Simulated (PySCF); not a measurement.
## Electronic structure of C$_{5}$H$_{8}$O$_{2}$Si$_{2}$ in real space

| atom | x (Å) | y (Å) | z (Å) |
| --- | --- | --- | --- |
| C | -3.5854 | -0.9593 | 1.2795 |
| C | -2.6435 | -0.5139 | 0.6858 |
| C | -1.5035 | 0.0036 | -0.0061 |
| Si | 0.1728 | -0.7110 | 0.5101 |
| O | 1.2138 | 0.0501 | -0.4747 |
| Si | 2.7088 | 0.3770 | -0.9767 |
| O | 3.7168 | -0.2849 | 0.1103 |
| C | -1.5984 | 1.4289 | -0.5343 |
| C | -1.7202 | 0.5037 | -1.4282 |
| H | -4.4105 | -1.3499 | 1.7965 |
| H | 0.4927 | -0.3852 | 1.8996 |
| H | 0.2498 | -2.1502 | 0.2560 |
| H | 2.8214 | 1.8313 | -0.9868 |
| H | 2.8673 | -0.2484 | -2.2852 |
| H | 4.6624 | -0.2147 | 0.0247 |
| H | -1.5774 | 2.4491 | -0.2428 |
| H | -1.8739 | 0.1859 | -2.4292 |

Geometry: GFN2-xTB.

Method: PBE0/pcSseg-1, SCF density, gas phase, non-relativistic (PySCF).

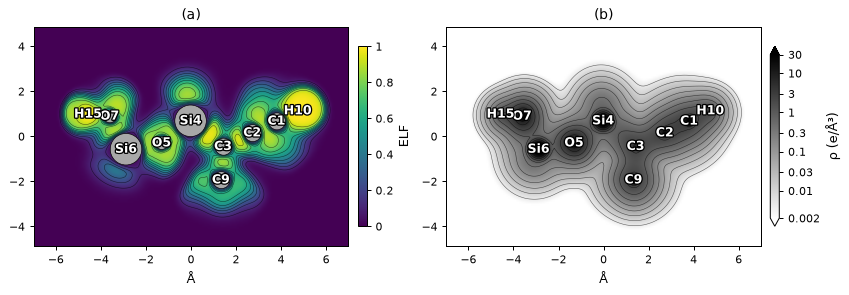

Figure 1. (a) electron localisation function; (b) total electron density on the plane of atoms O5, Si6 and O7. Grey discs cover the atomic cores in the ELF map.

What does the map show?

Answer. The section cuts through C, Si, O and H sites.
C–C (1.20 Å): ρ is about 2.7 e/Å³ halfway; the ELF peaks at about 0.85 between the atoms; a multiple bond.
Si–O (1.61 Å): ρ is about 1.2 e/Å³ halfway; the ELF peaks at about 0.85 between the atoms, as expected for a polar covalent bond.
C–Si (1.89 Å): the density is about 0.95 e/Å³ at the midpoint; the ELF peaks at about 0.95 between the atoms; a covalent bond.
O–H (0.95 Å): the density is about 3.7 e/Å³ at the midpoint; the ELF climbs to about 1 towards the hydrogen, as it does in any bond to H; an ordinary covalent bond to hydrogen.
C–H (1.05 Å): ρ is about 2.1 e/Å³ halfway; the ELF climbs to about 1 towards the hydrogen; an ordinary covalent bond to hydrogen.
The ELF also peaks beside O5 and O7, away from the bonds: lone-pair regions.

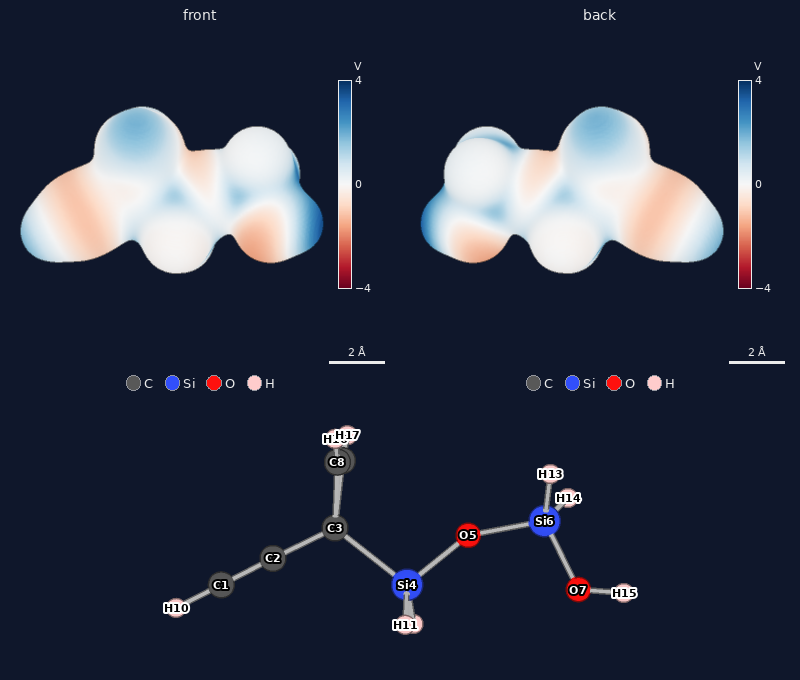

Figure 2. The electrostatic potential painted on the density surface at 0.004 e/bohr³, seen from the front and from behind; red is negative and blue positive. The bare structure is drawn below in the same view.

Which sites attract a positive test charge, and which a negative one?

Answer. A positive charge is drawn to the negative regions and a negative charge to the positive ones. The most negative region (about −1.5 V) lies over O7, the most positive (about +3.3 V) over H15. O7 is the likeliest acceptor of a hydrogen bond.
